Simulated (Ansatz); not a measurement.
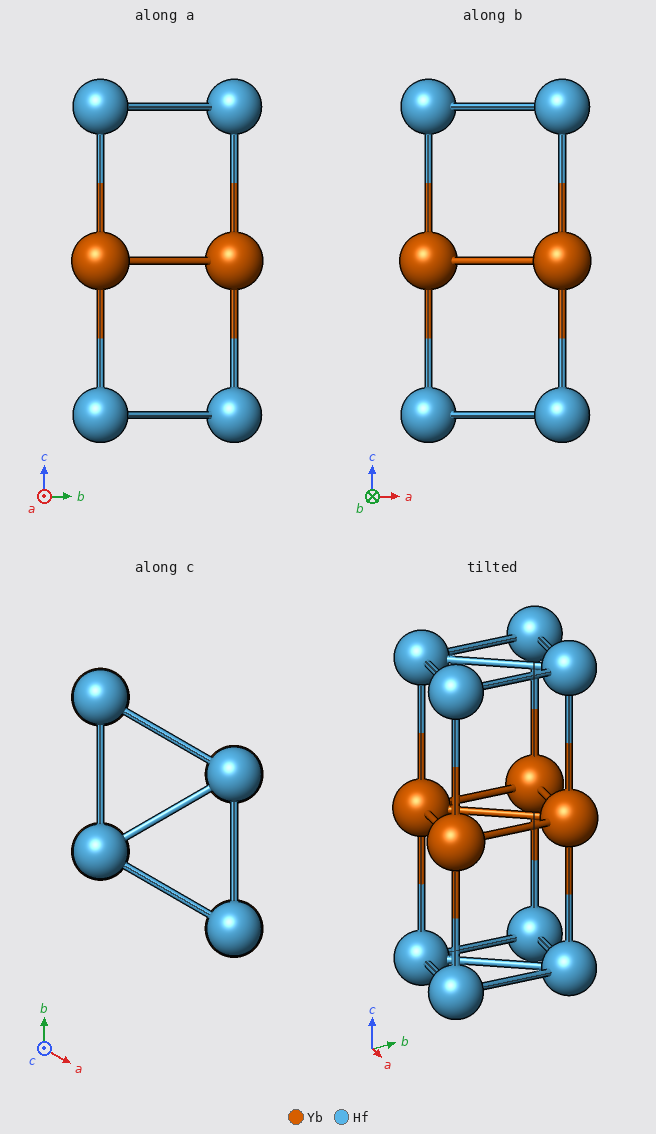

View along the a axis, along the b axis, along the c axis and slightly off an axis, drawn as a ball-and-stick model. The conventional unit cell is drawn as a box.

Lattice parameters: a = 3.145 Å, b = 3.145 Å, c = 6.284 Å, α = 90.00°, β = 90.00°, γ = 120.00°.

Q: From the views, write a table of Wyckoff sites.

A: Space group P6/mmm (No. 191).
```csv
atom,site,x,y,z
Yb,1b,0.0000,0.0000,0.5000
Hf,1a,0.0000,0.0000,0.0000
```

The structure was taken from a random cell made by a generator, so it need not be a real form of the compound. The final geometry of a relaxation with DFT PBE, scalar-relativistic, plane waves, PAW in Ansatz is shown.
